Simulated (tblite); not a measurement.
## Geometry relaxation of CH$_{8}$ClO$_{2}$Si$_{3}$ (part 2 of 2)

CH$_{8}$ClO$_{2}$Si$_{3}$, multiplicity 2, SMILES [SiH3][CH]O[SiH2]O[SiH2]Cl; GFN2-xTB geometry optimisation, gas phase (tblite 0.8.0). It belongs to a series of runs on one base structure; here: H removed from sp3 C.

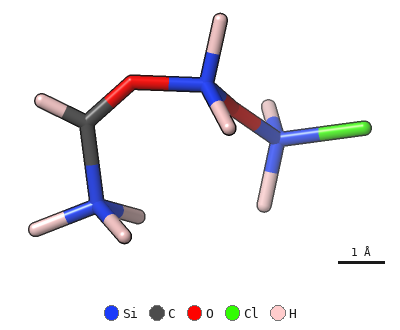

*The geometry at step 192 of the log (stick view, seen at a tilt).*

Trajectory as extended XYZ, continued:
```
15
Properties=species:S:1:pos:R:3:forces:R:3 step=122 energy=-659.62199
Si    2.7267    0.5951   -0.1929   -0.0100   0.0210   0.0000
C     1.8513   -0.8746   -0.8919    0.0010  -0.0050  -0.0060
O     0.6696   -1.3339   -0.4803   -0.0010  -0.0010   0.0010
Si   -0.4768   -0.9443    0.5909    0.0090  -0.0060   0.0030
O    -1.6062   -0.0760   -0.1854   -0.0030   0.0000  -0.0020
Si   -2.9851    0.6972   -0.5009    0.0050  -0.0050  -0.0180
Cl   -3.8818    1.1362    1.2324   -0.0080   0.0070   0.0110
H     2.8958    0.4690    1.2618    0.0070  -0.0010   0.0010
H     1.9944    1.8471   -0.4428    0.0030  -0.0200   0.0030
H     4.0275    0.6242   -0.8599   -0.0110   0.0030  -0.0050
H     2.2500   -1.4663   -1.7077    0.0040  -0.0020   0.0130
H    -1.0285   -2.2530    0.8964   -0.0040   0.0050  -0.0030
H    -0.0135   -0.1166    1.6944    0.0070  -0.0060  -0.0010
H    -3.8300   -0.2153   -1.2578    0.0100   0.0060   0.0000
H    -2.5978    1.9192   -1.1896   -0.0080   0.0030   0.0040
15
Properties=species:S:1:pos:R:3:forces:R:3 step=140 energy=-659.62715
Si    2.6953    0.5946   -0.2095   -0.0020   0.0210   0.0130
C     1.8596   -0.9233   -0.8494   -0.0010   0.0130  -0.0050
O     0.6846   -1.3866   -0.4237   -0.0330  -0.0180  -0.0030
Si   -0.4820   -0.9361    0.6022   -0.0010  -0.0200   0.0200
O    -1.5367    0.0230   -0.1759    0.0040  -0.0060  -0.0030
Si   -2.9459    0.7297   -0.5182    0.0000  -0.0010  -0.0070
Cl   -3.9152    1.0962    1.1949    0.0140  -0.0040  -0.0190
H     3.0992    0.4375    1.1974    0.0000   0.0100   0.0000
H     1.8050    1.7601   -0.2877    0.0040  -0.0010  -0.0020
H     3.8753    0.7777   -1.0531   -0.0040  -0.0020  -0.0010
H     2.2947   -1.5625   -1.6080   -0.0030  -0.0160  -0.0070
H    -1.1119   -2.2205    0.8600    0.0140   0.0230  -0.0050
H    -0.0017   -0.1561    1.7335    0.0000  -0.0060   0.0000
H    -3.7289   -0.2030   -1.3164    0.0030   0.0030   0.0040
H    -2.5958    1.9773   -1.1795    0.0060   0.0010   0.0150
15
Properties=species:S:1:pos:R:3:forces:R:3 step=158 energy=-659.62963
Si    2.6261    0.6206   -0.2406   -0.0160   0.0310   0.0120
C     1.8626   -0.9645   -0.8061    0.0340   0.0060  -0.0210
O     0.6955   -1.4542   -0.3876   -0.0150  -0.0190   0.0200
Si   -0.4862   -0.9764    0.6086   -0.0410  -0.0090  -0.0130
O    -1.4858    0.0205   -0.1959    0.0120   0.0000   0.0240
Si   -2.8821    0.7642   -0.5146    0.0270  -0.0060  -0.0220
Cl   -3.8676    1.0288    1.2052   -0.0130   0.0170   0.0090
H     3.0663    0.5699    1.1647   -0.0210  -0.0180  -0.0120
H     1.6701    1.7297   -0.3604    0.0130  -0.0090  -0.0050
H     3.7871    0.8232   -1.1064   -0.0090   0.0000  -0.0080
H     2.3415   -1.6256   -1.5179    0.0110  -0.0160  -0.0120
H    -1.1775   -2.2334    0.8368    0.0470  -0.0020  -0.0010
H     0.0099   -0.2301    1.7549   -0.0300   0.0150   0.0150
H    -3.6651   -0.1064   -1.3794    0.0040  -0.0020  -0.0020
H    -2.4991    2.0415   -1.0947   -0.0050   0.0130   0.0150
15
Properties=species:S:1:pos:R:3:forces:R:3 step=175 energy=-659.64583
Si    2.3711    0.7022   -0.3904   -0.0480   0.0510   0.0000
C     1.8572   -1.0433   -0.7144   -0.0350  -0.0440  -0.0650
O     0.7640   -1.6238   -0.2121    0.0180   0.0330   0.0260
Si   -0.4774   -1.1550    0.7196   -0.0030  -0.0040  -0.0820
O    -1.4280   -0.1372   -0.1187    0.0310  -0.0180   0.0340
Si   -2.6243    0.8773   -0.4933    0.0430   0.0000  -0.0810
Cl   -3.8762    0.9834    1.0585   -0.0390   0.0200   0.0570
H     2.8325    0.8773    0.9962   -0.0010   0.0010   0.0130
H     1.2617    1.6458   -0.6050    0.0330  -0.0530   0.0000
H     3.4648    0.9791   -1.3197    0.0120  -0.0180  -0.0090
H     2.4043   -1.7176   -1.3669   -0.0270   0.0510   0.0630
H    -1.1595   -2.4244    0.8819   -0.0130   0.0020  -0.0140
H    -0.0636   -0.4322    1.9125    0.0210   0.0190   0.0250
H    -3.3147    0.2994   -1.6362    0.0020  -0.0220  -0.0050
H    -2.0163    2.1769   -0.7453    0.0050  -0.0180   0.0380
15
Properties=species:S:1:pos:R:3:forces:R:3 step=192 energy=-659.65374
Si    2.1836    0.7542   -0.5170   -0.0140   0.0080   0.0180
C     1.8817   -1.0655   -0.6352    0.0070   0.0070  -0.0130
O     0.8244   -1.6986   -0.1244   -0.0270  -0.0070   0.0200
Si   -0.4850   -1.2714    0.7295   -0.0120   0.0020  -0.0270
O    -1.4052   -0.2442   -0.1301    0.0000   0.0150   0.0140
Si   -2.4553    0.9441   -0.4296    0.0200  -0.0150   0.0110
Cl   -3.8297    0.9610    1.0243   -0.0110  -0.0010   0.0010
H     2.4346    1.1722    0.8733   -0.0150  -0.0090  -0.0130
H     1.0353    1.5299   -1.0089    0.0290  -0.0130  -0.0050
H     3.3710    0.9996   -1.3329    0.0070   0.0070  -0.0130
H     2.5478   -1.7491   -1.1492   -0.0060   0.0120   0.0070
H    -1.1719   -2.5464    0.8045    0.0050   0.0110  -0.0070
H    -0.1397   -0.5836    1.9671    0.0080  -0.0100   0.0100
H    -3.0752    0.6048   -1.7007    0.0090  -0.0150   0.0020
H    -1.7207    2.2009   -0.4038   -0.0010   0.0070  -0.0050
15
Properties=species:S:1:pos:R:3:forces:R:3 step=210 energy=-659.66356
Si    1.9517    0.7801   -0.7305    0.0300   0.0640  -0.0030
C     1.9296   -1.0508   -0.4932    0.0050  -0.0130   0.0110
O     0.9045   -1.7442    0.0047    0.0100  -0.0070  -0.0080
Si   -0.4934   -1.4012    0.7452   -0.0080  -0.0020   0.0220
O    -1.3093   -0.2486   -0.0542    0.0000  -0.0070  -0.0120
Si   -2.2511    1.0371   -0.3033    0.0150  -0.0170   0.0140
Cl   -3.8007    0.9383    0.9566   -0.0230  -0.0010   0.0000
H     1.6868    1.4684    0.5427   -0.0070   0.0010  -0.0200
H     0.9610    1.2523   -1.7104   -0.0010  -0.0100   0.0130
H     3.3033    1.0835   -1.2057   -0.0230  -0.0100   0.0150
H     2.7466   -1.6973   -0.7884    0.0090  -0.0290  -0.0240
H    -1.1935   -2.6623    0.5985   -0.0150   0.0110  -0.0180
H    -0.2658   -0.8902    2.0909    0.0120  -0.0020   0.0280
H    -2.7049    0.9163   -1.6782   -0.0210  -0.0210  -0.0270
H    -1.4693    2.2267   -0.0079    0.0180   0.0440   0.0110
15
Properties=species:S:1:pos:R:3:forces:R:3 step=228 energy=-659.66633
Si    1.9810    0.7784   -0.7203    0.0000   0.0060   0.0120
C     1.9428   -1.0552   -0.4932   -0.0040  -0.0120  -0.0050
O     0.9087   -1.7376    0.0024    0.0010  -0.0090  -0.0100
Si   -0.4858   -1.3827    0.7437   -0.0030   0.0070   0.0140
O    -1.2656   -0.1910   -0.0349   -0.0030   0.0110  -0.0050
Si   -2.2791    1.0346   -0.3039    0.0100  -0.0090   0.0050
Cl   -3.7947    0.9046    0.9966   -0.0050   0.0050  -0.0040
H     1.6465    1.4593    0.5381   -0.0070   0.0020  -0.0020
H     1.0434    1.2504   -1.7508   -0.0070   0.0060   0.0020
H     3.3545    1.0852   -1.1176    0.0110  -0.0040  -0.0090
H     2.7335   -1.7163   -0.8282    0.0070   0.0050  -0.0010
H    -1.2198   -2.6195    0.5573    0.0010  -0.0030  -0.0050
H    -0.2549   -0.9107    2.1036    0.0010  -0.0020   0.0100
H    -2.7727    0.8409   -1.6590    0.0030  -0.0020   0.0030
H    -1.5422    2.2676   -0.0670   -0.0050   0.0000  -0.0050
15
Properties=species:S:1:pos:R:3:forces:R:3 step=245 energy=-659.66741
Si    1.9841    0.7816   -0.6985   -0.0040  -0.0060   0.0040
C     1.9214   -1.0580   -0.5296   -0.0010  -0.0020  -0.0040
O     0.8940   -1.7407   -0.0201    0.0000   0.0020   0.0020
Si   -0.4720   -1.3780    0.7712   -0.0050   0.0000  -0.0010
O    -1.2602   -0.1715    0.0252   -0.0020   0.0000   0.0040
Si   -2.2815    1.0267   -0.3206    0.0060  -0.0040  -0.0010
Cl   -3.8280    0.9372    0.9463   -0.0010  -0.0030   0.0000
H     1.7132    1.4274    0.5932    0.0000   0.0020  -0.0010
H     1.0112    1.3035   -1.6713    0.0020   0.0020   0.0000
H     3.3456    1.0725   -1.1469    0.0040   0.0020  -0.0030
H     2.6913   -1.7188   -0.9109    0.0010   0.0010   0.0010
H    -1.2174   -2.6103    0.5984    0.0000   0.0040  -0.0020
H    -0.2009   -0.9136    2.1264    0.0010   0.0010  -0.0010
H    -2.7441    0.7750   -1.6776    0.0010   0.0020   0.0040
H    -1.5611    2.2752   -0.1182   -0.0010   0.0000  -0.0020
```

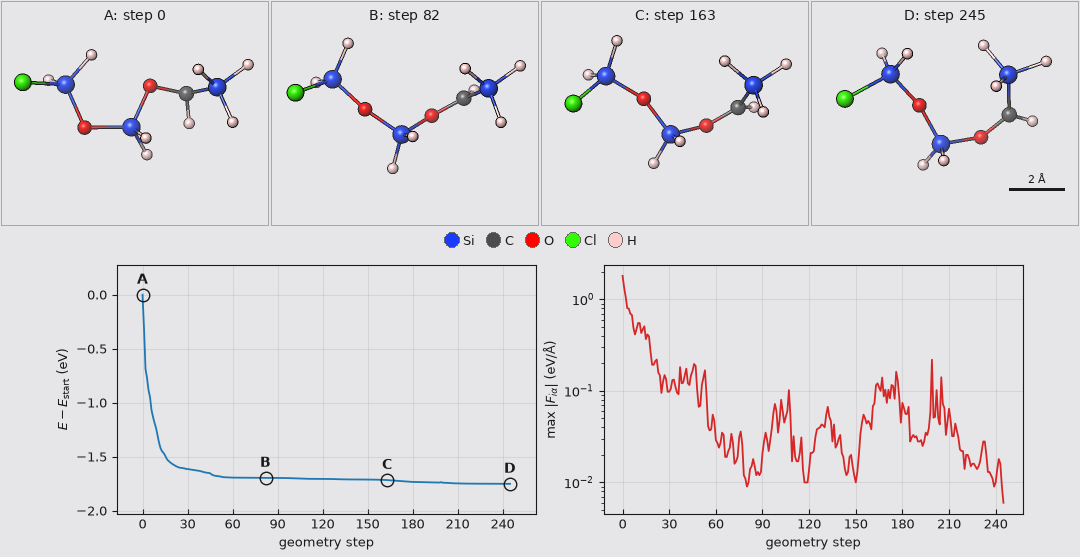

*Frames of the relaxation (ball-and-stick view, seen at a tilt) above the curves, on which the letters mark them (steps are counted from 0).*

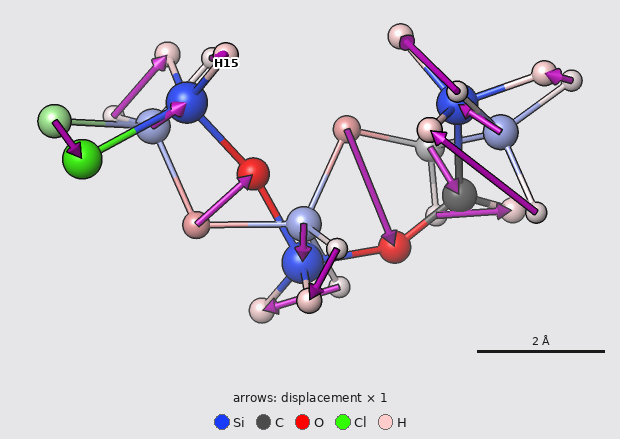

*Start (faint) and end (solid) with the displacements as pink arrows, at true length (ball-and-stick view, seen at a tilt). The two geometries are laid on each other by the best rigid fit.*

Over 245 geometry steps the energy falls by 1.751 eV. Largest force component: 1.8 eV/Å at the start, 0.006 eV/Å at the end. The largest move after the best rigid fit is that of H8, 2.25 Å. Largest moves by element: H 2.25 Å, O 2.06 Å, C 0.91 Å, Si 0.84 Å, Cl 0.77 Å. Among the contacts that change: O5–Si6 1.713 → 1.612 Å, O3–Si4 1.716 → 1.620 Å, Si4–O5 1.704 → 1.623 Å, Si6–Cl7 2.080 → 2.001 Å. Among the angles that change: Si4–O5–Si6 113.3° → 163.5°, C2–O3–Si4 105.4° → 136.1°, Si1–C2–H11 106.0° → 123.4°. (Atoms are counted from 1 in the order of the input.)

The run was set up as follows.

Input:
```
{"job": {"kind": "relax", "xc": "GFN2-xTB", "basis": "xTB"}, "charge": 0, "multiplicity": 2}
Si     2.709000     0.516900    -0.257400
C      1.436600    -0.578200    -1.075900
O      0.161800    -0.046500    -0.920500
Si    -0.465200    -0.771000     0.502600
O     -2.161000    -0.670800     0.633400
Si    -2.858900     0.459000    -0.448400
Cl    -4.259600     1.569700     0.614800
H      3.318200    -0.142300     0.902200
H      2.145300     1.808300     0.178000
H      3.773900     0.710400    -1.247700
H      1.505700    -1.578400    -0.556900
H     -0.005400    -2.187800     0.452500
H      0.202200    -0.184800     1.701500
H     -3.616400    -0.284300    -1.472600
H     -1.890600     1.387900    -1.038900
```

The first line tells a small driver script what to run in tblite; the rest is the geometry in Å.

Command:
```bash
OMP_NUM_THREADS=1 python <driver script> task.json out
```

Summary:

- outcome: converged
- total energy: −659.6674 eV
- hardware: 1 CPU thread, shared host
- wall time: 1.8 s
- peak memory: 0.18 GiB
